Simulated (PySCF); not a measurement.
## Electronic structure of C₅H₁₁N₃Si in real space

The calculation's input:

```
{"job": {"kind": "nmr", "xc": "PBE0", "basis": "pcSseg-1"}, "charge": 0, "multiplicity": 1}
C     -1.479939    -0.979979    -1.314473
Si    -0.688834     0.185747    -0.035709
C     -1.369073    -0.087054     1.719068
C     -0.727305     2.002334    -0.584232
N      1.031303    -0.264615     0.027777
C      1.720875    -1.344428    -0.388273
N      2.987150    -1.246887    -0.078878
C      3.052148    -0.054054     0.552821
N      1.903537     0.563230     0.638210
H     -0.989337    -0.902158    -2.280708
H     -1.434741    -2.019232    -1.002066
H     -2.526333    -0.731953    -1.459803
H     -2.409032     0.214698     1.794082
H     -0.801868     0.490443     2.443603
H     -1.306888    -1.132284     2.011020
H     -0.449550     2.109048    -1.629237
H     -1.716939     2.430430    -0.460339
H     -0.029926     2.592546     0.002516
H      1.266746    -2.163128    -0.905966
H      3.962858     0.347975     0.947553
```

Launched as:

```sh
OMP_NUM_THREADS=1 python probes_run.py task.json out
```

Geometry: GFN2-xTB.

The calculation used PBE0/pcSseg-1, SCF density, gas phase, non-relativistic in PySCF 2.14.0.

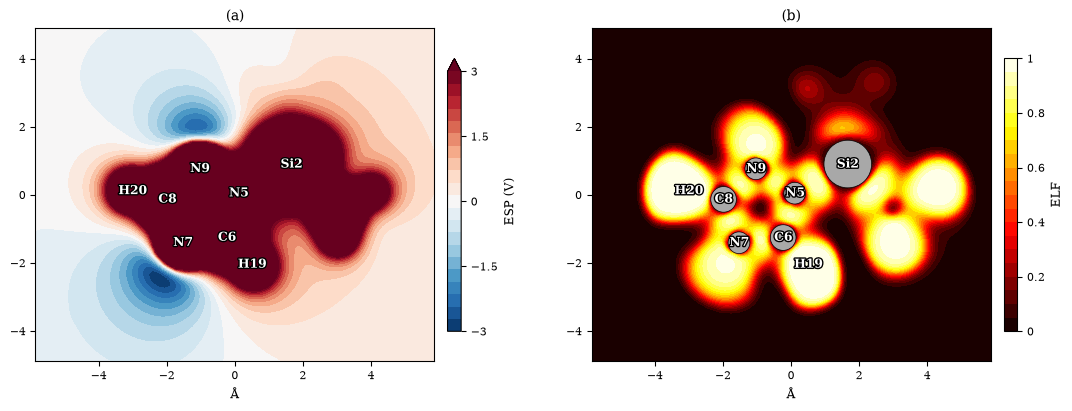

Figure 1. (a) electrostatic potential; (b) ELF on the plane of atoms N5, C6 and N7. Grey discs cover the atomic cores in the ELF map.

Read the bonding off the picture.

Answer. Atoms in the plane: Si, N, C and H.
C–N (1.31 Å): the ELF peaks at about 0.90 between the atoms, as expected for localised, covalent bonding.
N–N (1.35 Å): the ELF peaks at about 0.90 between the atoms (localised, covalent bonding).
Si–N (1.78 Å): the ELF peaks at about 0.95 between the atoms: a polar covalent bond.
C–H (1.07 Å): the ELF climbs to about 1 towards the hydrogen, as it does in any bond to H (a covalent bond by its length).
C–N (1.35 Å): the ELF peaks at about 0.90 between the atoms, as expected for a covalent bond.
The ELF also peaks beside N7 and N9, away from the bonds: lone-pair regions.
Outside the dense part of the molecule the potential is most negative (−2.9 V) near N7.

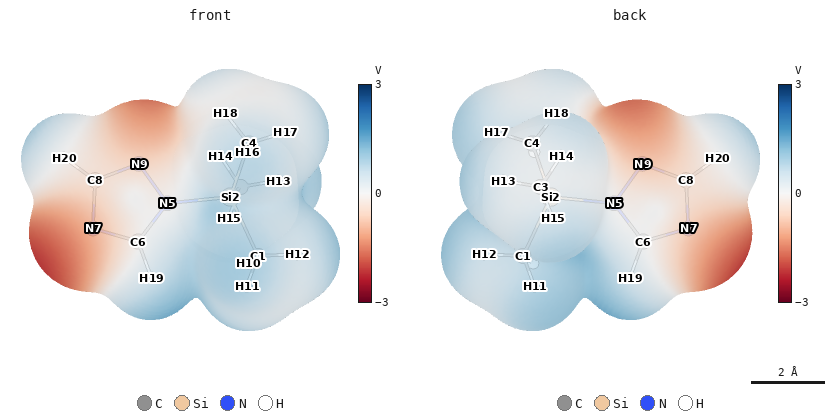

Figure 2. The molecular electrostatic potential painted on the density surface at 0.002 e/bohr³, seen from the front and from behind; red is negative and blue positive.

Which sites attract a positive test charge, and which a negative one?

Answer. A positive charge is drawn to the negative regions and a negative charge to the positive ones. The most negative region (about −2.0 V) lies over N7, the most positive (about +1.4 V) over Si2 and H19. N7 is the likeliest acceptor of a hydrogen bond.
